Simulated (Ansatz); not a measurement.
Bond-angle distributions (per cent of the angles at each element, bins of 10°) of a relaxed model of amorphous germanium selenide (Ge18Se42) at 4.36 g/cm³. The numbers are results of PBE-D3(BJ), scalar-relativistic without spin-orbit coupling, PAW (Ansatz default set, large-core Se) (plane waves to 420 eV; Ansatz, a program for electronic structure), not measurements.

It comes from a melt-quench run on a machine-learned potential (CHGNet), relaxed afterwards by DFT. The hot cell started wider than the set density and was brought back towards it in steps. It is the lowest in DFT energy of 3 quenches. It is a model cell: composition and starting density were chosen by hand, and all elements were melted together. The geometry includes D3(BJ) dispersion. Its density started from a set value of 4.40 and ended at 4.36 g/cm³. The simulated quench (nominally 96 K/ps over its main leg) is rapid and tends to freeze in more defects than a deposited or slowly cooled glass has. Values belong to this one cell and scatter from quench to quench. Volume and shape were free in the relaxation.

Bonds are counted up to Ge-Ge 2.85 Å, Ge-Se 2.92 Å, Se-Se 2.76 Å.

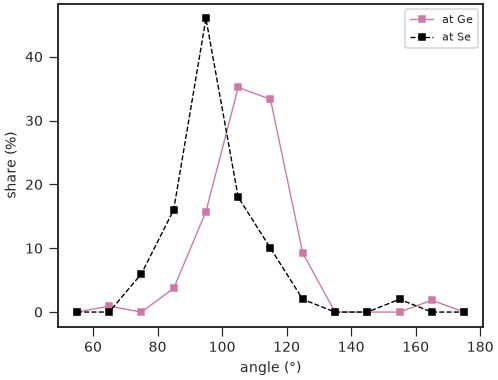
Figure: Bond-angle distributions

They go with these counts of neighbours within the cut-offs, cation contacts included: Ge mean 4.0, most often 4; Se mean 2.1, most often 2.
